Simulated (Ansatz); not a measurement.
Take SiC (space group P6_3mc, No. 186; a = 3.058 Å, c = 10.012 Å) as the base. Axes: x lies along a and z along c of the hexagonal cell.

One thing is altered: the cell is compressed by 2.25 % along z with no lateral relaxation, atoms relaxed at fixed cell.

Computed with DFT with LDA, PAW potentials and a 420 eV plane-wave cutoff in Ansatz (a first-principles code), no spin-orbit coupling.

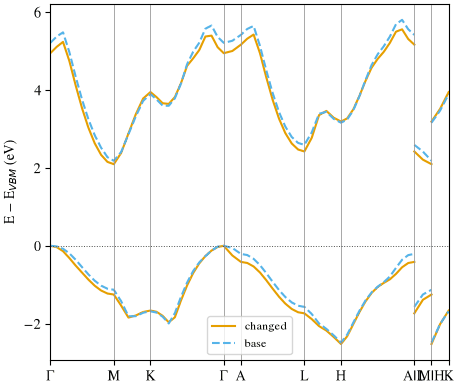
Highest valence and lowest conduction band along the path, each from its own valence-band maximum

Problem. Read the changed gap and its character from the plot.

Solution. About 2.1 eV, indirect, Γ → M.

The cells carry an imposed strain or load. Whether these cells are dynamically stable was not tested.
